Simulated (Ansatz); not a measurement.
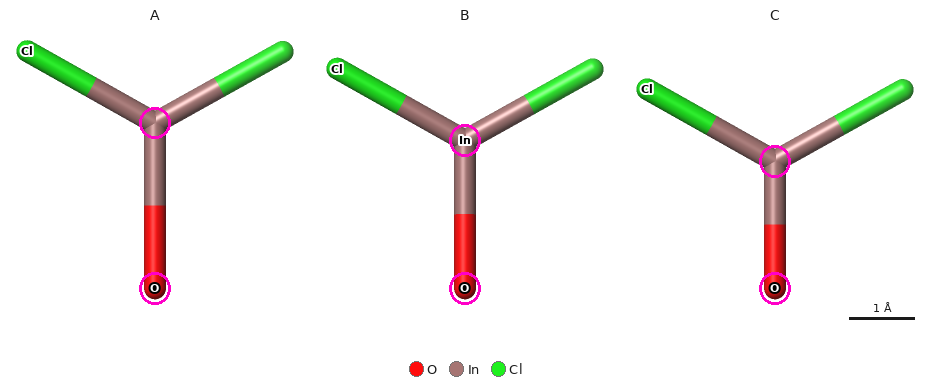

InOCl2 (multiplicity 2): the O–In bond length is varied, with the rest of the molecule carried along rigidly. The picture is a stick view, seen face on. The ringed atoms are those of the scanned coordinate.

Computed with Ansatz: PBE-D4, basis def2-TZVPP, on geometries moved rigidly from the minimum at PBE0-D4/def2-TZVP. Elements past krypton carry the basis set's effective core potentials. Energies are counted from the PBE0-D4/def2-TZVP minimum geometry at the same level.

Q: Order these geometries by energy, lowest first.

A: Lowest first: C (the distance 1.989 Å, 0.0 kJ/mol), B (the distance 2.313 Å, 44.3 kJ/mol), A (the distance 2.586 Å, 111.8 kJ/mol). Over the whole scan: the lowest computed point lies at the distance 1.989 Å (0.0 kJ/mol). At the ends of the scan the energy is 115.4 kJ/mol (1.711 Å) and 111.8 kJ/mol (2.586 Å). The curvature at the lowest point is about 18 eV/Å² (2.9 mdyn/Å). The well is steeper on the short side, as for any bond.
